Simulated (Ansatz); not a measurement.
**AlF2H2N: a short trajectory**

Aim: follow AlF2H2N for 20 steps with a Nosé-Hoover thermostat (700 K) and see how far bonds stretch and how energy moves between motion and potential.

Method: r2SCAN/def2-SVP with rVV10 dispersion; program: Ansatz 0.2.0, Gaussian basis.

## 1. The relaxed structure

The structure was relaxed beforehand with PBE0-D4 in a triple-zeta def2 set.

SMILES `[NH2][Al]([F])[F]`, 6 atoms, charge 0, spin multiplicity 1.

Atoms are counted from 1 here; the program's logs count them from 0.

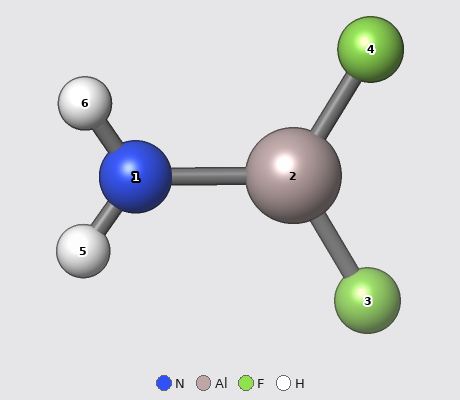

The structure; nitrogen blue, aluminium light grey, fluorine green, hydrogen white; atoms are numbered from 1 in the order of the file.

As a file:

```
N    -0.3525    0.8690   -0.1569
Al    0.2995   -0.7270    0.1135
F     1.4558   -0.9774    1.2492
F    -0.2300   -2.0079   -0.7631
H    -0.0696    1.6920    0.3476
H    -1.0612    1.0872   -0.8366
```

## 2. Dynamics

File in.yaml:

```yaml
crystal:
  periodic: [false, false, false]
  atoms:
    - {symbol: N, position_ang: [-0.352488, 0.868969, -0.156860]}
    - {symbol: Al, position_ang: [0.299535, -0.727036, 0.113501]}
    - {symbol: F, position_ang: [1.455804, -0.977417, 1.249152]}
    - {symbol: F, position_ang: [-0.230002, -2.007883, -0.763061]}
    - {symbol: H, position_ang: [-0.069648, 1.692031, 0.347645]}
    - {symbol: H, position_ang: [-1.061201, 1.087235, -0.836576]}
basis:
  gaussian: {orbitals: def2-SVP}
hamiltonian: {xc: {name: r2SCAN}, dispersion: rvv10}
md: {timestep: 1 fs, n_steps: 20, ensemble: nvt_nose_hoover, temperature: 700, initial_velocities: maxwell_boltzmann, seed: 929}
```

Run with:

```bash
$ ansatz run in.yaml --threads 4 --pin off --events-out ev --progress --plain --max-ram 10444MiB
```

The log of the run, cut to the lines that bear on the results:

```text
Functional definition: r2SCAN+rVV10
  name "r2SCAN+rVV10"
  cite "Furness, Kaplan, Ning, Perdew & Sun, J. Phys. Chem. Lett. 11, 8208 (2020) doi:10.1021/acs.jpclett.0c02405"
  cite "Furness, Kaplan, Ning, Perdew & Sun, J. Phys. Chem. Lett. 11, 9248 (2020) doi:10.1021/acs.jpclett.0c03077"
  cite "Vydrov & Van Voorhis, J. Chem. Phys. 133, 244103 (2010) doi:10.1063/1.3521275"
  cite "Sabatini, Gorni & de Gironcoli, Phys. Rev. B 87, 041108(R) (2013) doi:10.1103/PhysRevB.87.041108"
  cite "Ning et al., Phys. Rev. B 106, 075422 (2022) doi:10.1103/PhysRevB.106.075422"
  parent "r2scan"
[...]
777 factors; their error is unknown
[...]
mean field -13545.20888872 eV, -497.7772453881 hartree, gradient 1.5e-5 eV, S^2 0.000000; 0 other end points of the search recorded, 0 dependent functions left out
[...]
reference -13545.20890014 eV, -497.7772458079 hartree; 20, 20 occupied and 50, 50 virtual orbitals, 777 factors
md step     0: t =     0.00 fs  T =   700.0 K  F+E_penalty+E_count = -13545.20888872 eV  E_kin = 0.361928 eV  conserved = -13544.84696072 eV  (25 SCF iters)
[...]
md step     5: t =     5.00 fs  T =   362.0 K  F+E_penalty+E_count = -13545.02852424 eV  E_kin = 0.187186 eV  conserved = -13544.84144881 eV  (28 SCF iters)
[...]
md step    10: t =    10.00 fs  T =   291.4 K  F+E_penalty+E_count = -13544.99100813 eV  E_kin = 0.150654 eV  conserved = -13544.84085813 eV  (27 SCF iters)
[...]
md step    15: t =    15.00 fs  T =   441.5 K  F+E_penalty+E_count = -13545.06525050 eV  E_kin = 0.228263 eV  conserved = -13544.83869121 eV  (29 SCF iters)
[...]
md step    19: t =    19.00 fs  T =   406.1 K  F+E_penalty+E_count = -13545.04927992 eV  E_kin = 0.209980 eV  conserved = -13544.84237027 eV  (28 SCF iters)
[...]
md step    20: t =    20.00 fs  T =   285.6 K  F+E_penalty+E_count = -13544.98031764 eV  E_kin = 0.147668 eV  conserved = -13544.83600323 eV  (27 SCF iters)
Total energy: -13544.98032885 eV, -497.7688459677 hartree
Atom 0 at    -0.326499     0.880054    -0.101516 Å, force     0.357811    -1.834550     0.237162 eV/Å
Atom 1 at     0.293183    -0.721803     0.099790 Å, force    -0.794689    -1.954569    -1.075140 eV/Å
Atom 2 at     1.440579    -0.916617     1.263189 Å, force     0.312299    -0.151483     0.125467 eV/Å
Atom 3 at    -0.242567    -2.087241    -0.805198 Å, force     0.571024     1.425438     1.012713 eV/Å
Atom 4 at     0.283755     1.569755     0.216428 Å, force     1.142263     1.796006     0.817856 eV/Å
Atom 5 at    -1.081949     1.265164    -0.577766 Å, force    -1.588709     0.719159    -1.118058 eV/Å
Dipole moment:    -0.137359     0.547333    -0.095123 e Å
```

Wall time 37 s (4 threads of Arm Neoverse V1, shared host).

## 3. The trajectory

Step by step, with energies from the first frame:

```csv
time (fs),T (K),potential (meV),conserved (meV),Al2–F4 (Å)
0.0,700,0.0,0.00,1.640
1.0,597,59.3,6.21,1.623
2.0,512,107.3,10.04,1.607
3.0,526,93.6,3.48,1.592
4.0,501,103.9,0.77,1.580
5.0,362,180.4,5.51,1.570
6.0,221,257.7,9.90,1.563
7.0,197,269.9,9.39,1.560
8.0,275,224.6,4.57,1.560
9.0,330,193.1,1.22,1.563
10.0,291,217.9,6.10,1.570
11.0,282,227.8,10.99,1.580
12.0,403,159.4,4.84,1.593
13.0,519,94.8,0.22,1.608
14.0,508,104.3,3.75,1.624
15.0,441,143.6,8.27,1.641
16.0,437,146.4,8.45,1.659
17.0,499,110.3,4.16,1.677
18.0,515,98.8,0.45,1.693
19.0,406,159.6,4.59,1.709
20.0,286,228.6,10.96,1.724
```

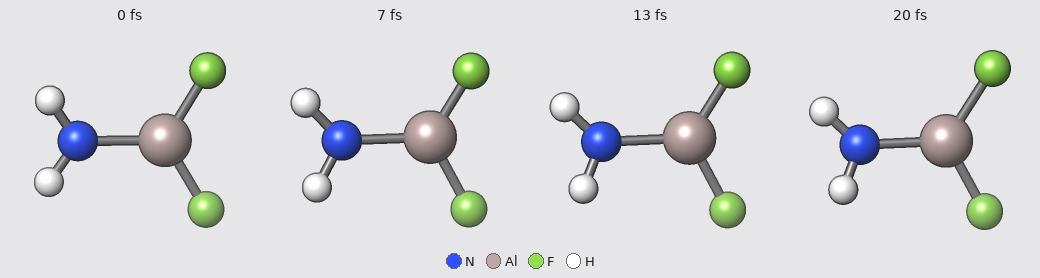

Four frames; sticks are those of the first frame.

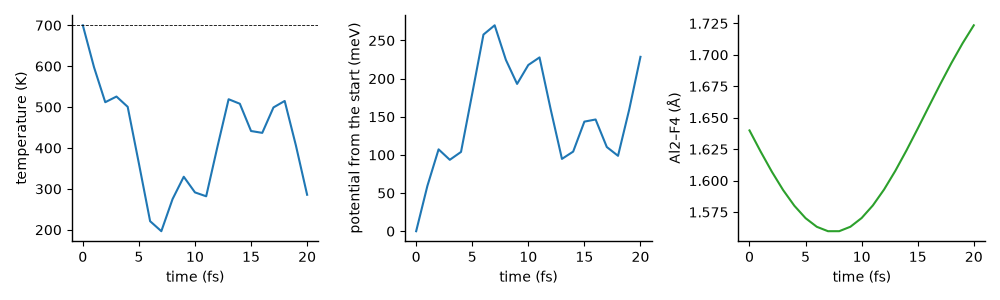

Temperature (the set value dashed), potential energy and the bond that swings most.

Positions (Å) and forces (eV/Å) at 20.0 fs:

```xyz
6

N    -0.326    0.880   -0.102    0.358   -1.835    0.237
Al    0.293   -0.722    0.100   -0.795   -1.955   -1.075
F     1.441   -0.917    1.263    0.312   -0.151    0.125
F    -0.243   -2.087   -0.805    0.571    1.425    1.013
H     0.284    1.570    0.216    1.142    1.796    0.818
H    -1.082    1.265   -0.578   -1.589    0.719   -1.118
```

## 4. Summary of results

```
                              quantity                          value
                                length             20 steps of 1.0 fs
     temperature, first and last frame                     700, 286 K
              temperature, second half  mean 417 K, from 282 to 519 K
                swing of the potential                        270 meV
largest change of the conserved energy                      10.99 meV
                       range of Al2–F4               1.560 to 1.724 Å
```

In words: From 700 K at the start the temperature swings between 197 and 700 K: with 6 atoms it has no steady value yet; starting near a minimum, about half of the kinetic energy flows into the potential. The conserved energy moves by 10.99 meV, 4.1 % of the potential's swing. Al2–F4 swings most, by 0.16 Å; no bond breaks. A run of 20 fs gives no averages.
